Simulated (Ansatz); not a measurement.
SiHOClF2 and related structures: several calculations on one system

## 1. Relaxation

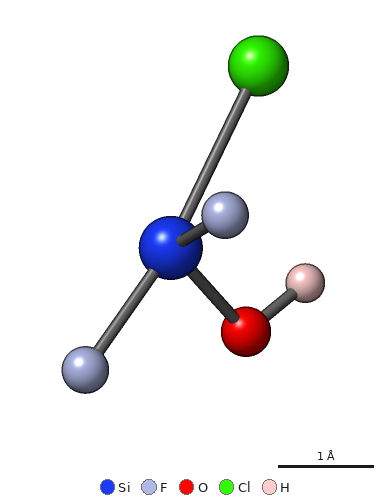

This is the input geometry for a relaxation of SiHOClF₂. A ball-and-stick model, seen from a free direction.

It is one of the separated products of a reaction.

Method: RKS PBE0-D4/def2-TZVP in Ansatz.

Input
```yaml
crystal:
  periodic: [false, false, false]
  atoms:
    - {symbol: Si, position_ang: [-1.376528, 0.382827, 0.446236]}
    - {symbol: F, position_ang: [-1.890097, 0.444689, -1.122793]}
    - {symbol: F, position_ang: [-1.653411, 1.919916, 0.729906]}
    - {symbol: O, position_ang: [-2.399868, -0.820025, 0.834484]}
    - {symbol: Cl, position_ang: [-0.349647, 0.219095, 2.465874]}
    - {symbol: H, position_ang: [-2.316596, -1.112525, 1.744593]}
basis:
  gaussian: {orbitals: def2-TZVP}
hamiltonian: {xc: pbe0, dispersion: d4}
relax: {f_tol: 0.005, max_steps: 200}
```

Command:
```bash
ansatz run in.yaml --threads 4 --pin off --events-out ev --progress --plain --max-ram 66560MiB --backend cuda --devices 0, --max-vram 37GiB
```

### What does the optimiser find from here?

After 11 accepted moves (12 points after the start) the energy has fallen by 2.380 eV. Largest force component: 3.2 eV/Å at the start, 0.0018 eV/Å at the end. The line search rejected the trial step at point 8 of the run. The largest move after the best rigid fit is that of Cl5, 0.86 Å. Largest moves by element: Cl 0.86 Å, F 0.80 Å, H 0.46 Å, Si 0.23 Å, O 0.16 Å. Near-neighbour distances that change, for instance: Si1–Cl5 2.272 → 2.019 Å, Si1–F2 1.652 → 1.569 Å, Si1–O4 1.626 → 1.608 Å, Si1–F3 1.587 → 1.575 Å. Bond angles that change, for instance: F2–Si1–Cl5 171.0° → 109.9°, O4–Si1–Cl5 91.1° → 112.8°, F3–Si1–Cl5 89.4° → 107.6°.

Final geometry:

```xyz
6

Si   -1.5153    0.4128    0.6316
F    -1.1292    0.3700   -0.8881
F    -2.1701    1.8162    0.9172
O    -2.5483   -0.7921    0.8879
Cl    0.1486    0.2728    1.7658
H    -2.7720   -1.0457    1.7840
```

The end point in the same view:

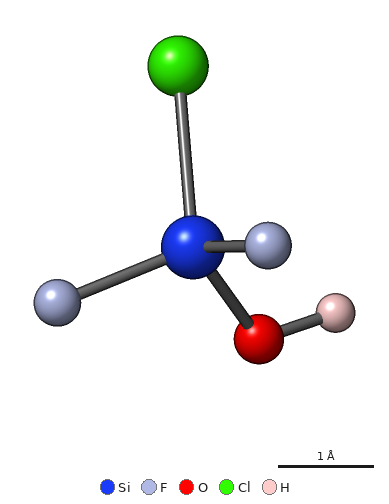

## 2. Relaxation

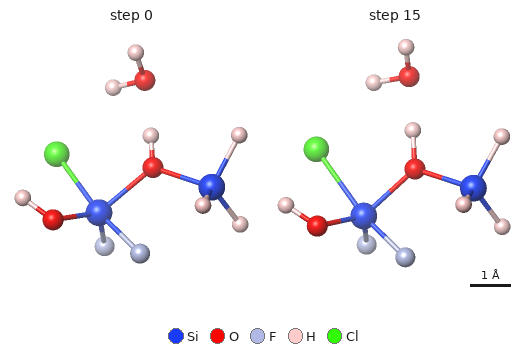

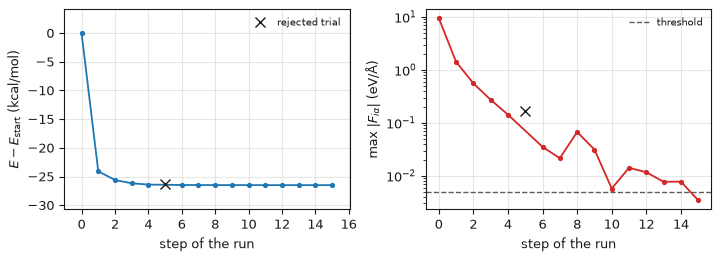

First and last geometry of a relaxation of Si$_{2}$H$_{7}$O$_{3}$ClF$_{2}$ (started from a transition state, displaced along its imaginary mode), with the history of the run. Style: ball-and-stick. Shown at a tilt.

Level of theory: Ansatz 0.2.0, RKS PBE0-D4/def2-TZVP.

Input
```yaml
crystal:
  periodic: [false, false, false]
  atoms:
    - {symbol: Si, position_ang: [-1.319827, 0.370970, 0.531108]}
    - {symbol: O, position_ang: [0.254244, 0.074539, -0.282682]}
    - {symbol: Si, position_ang: [0.412865, 0.032314, -2.014608]}
    - {symbol: F, position_ang: [-1.846081, 0.364747, -1.054448]}
    - {symbol: F, position_ang: [-1.678326, 1.933280, 0.691399]}
    - {symbol: O, position_ang: [-2.286934, -0.906693, 0.909991]}
    - {symbol: H, position_ang: [1.723100, 0.108176, 1.836923]}
    - {symbol: Cl, position_ang: [-0.391017, 0.381625, 2.395226]}
    - {symbol: H, position_ang: [0.958733, -0.019979, 0.171169]}
    - {symbol: O, position_ang: [2.176428, -0.126691, 1.056173]}
    - {symbol: H, position_ang: [0.159649, 1.373678, -2.566620]}
    - {symbol: H, position_ang: [1.858200, -0.294785, -2.100931]}
    - {symbol: H, position_ang: [-0.374133, -1.058328, -2.603916]}
    - {symbol: H, position_ang: [-2.157047, -1.166000, 1.826803]}
    - {symbol: H, position_ang: [2.510046, -1.066853, 1.204515]}
basis:
  gaussian: {orbitals: def2-TZVP}
hamiltonian: {xc: pbe0, dispersion: d4}
relax: {f_tol: 0.005, max_steps: 200}
```

Launched with:
```bash
ansatz run in.yaml --threads 4 --pin off --events-out ev --progress --plain --max-ram 66560MiB --backend cuda --devices 0, --max-vram 37GiB
```

### Did the run converge, and what did it change?

It converged. H15 moves most after the best rigid fit: 0.28 Å. By element the largest moves are H 0.28 Å, Cl 0.18 Å, O 0.16 Å, F 0.11 Å, Si 0.10 Å. Near-neighbour distances that change, for instance: O2–H9 0.843 → 1.033 Å, Si1–Cl8 2.083 → 2.272 Å, O10–H15 1.009 → 0.961 Å, H7–O10 0.933 → 0.976 Å. Bond angles that change, for instance: O2–Si1–Cl8 90.9° → 87.3°, Si1–O6–H14 110.4° → 113.4°, F4–Si1–F5 91.6° → 94.5°. The energy falls by 26.5 kcal/mol in 14 accepted moves (15 points after the start). Largest force component: 9.6 eV/Å at the start, 0.0034 eV/Å at the end. The line search rejected the trial step at point 5 of the run.

## 3. Reaction

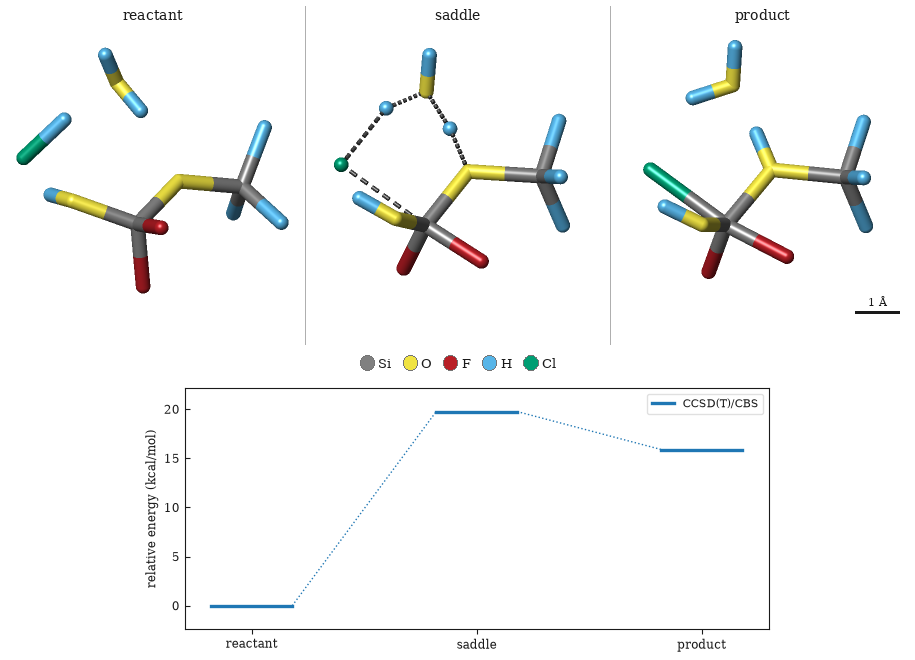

A reaction step of Si2H7O3ClF2, with its energy diagram. The picture is a stick view, seen at a tilt. Dashed sticks mark bonds that form or break.

Stationary points at PBE0-D4/def2-TZVP, single-point energies with CCSD(T)/CBS (def2-TZVPP where no basis is named; Ansatz 0.2.0). The energies are electronic, without zero-point or thermal terms, and both ends are the minima reached downhill from the saddle, with any fragments still in contact. CCSD(T)/CBS stands for a frozen-core estimate: MP2 correlation extrapolated from def2-TZVPP and def2-QZVPP, CCSD(T) minus MP2 from the smaller set.

### What happens, and what does it cost?

Counted by bonded pieces, the reactant holds HCl + H₂O + Si₂H₄O₂F₂ and the product holds H₂O + Si₂H₅ClO₂F₂. From the reactant over the saddle to the product, bonds form: Cl–Si (4.08 → 2.53 → 2.27 Å), H–O (1.91 → 1.23 → 1.03 Å), H–O (1.61 → 1.03 → 0.98 Å). Bonds break: Cl–H (1.34 → 1.85 → 2.22 Å), H–O (0.97 → 1.17 → 1.48 Å). The saddle has one imaginary mode, 286i cm⁻¹. With CCSD(T)/CBS the barrier is 19.8 kcal/mol from the reactant and 3.9 kcal/mol from the product, and the product lies 15.9 kcal/mol above the reactant.
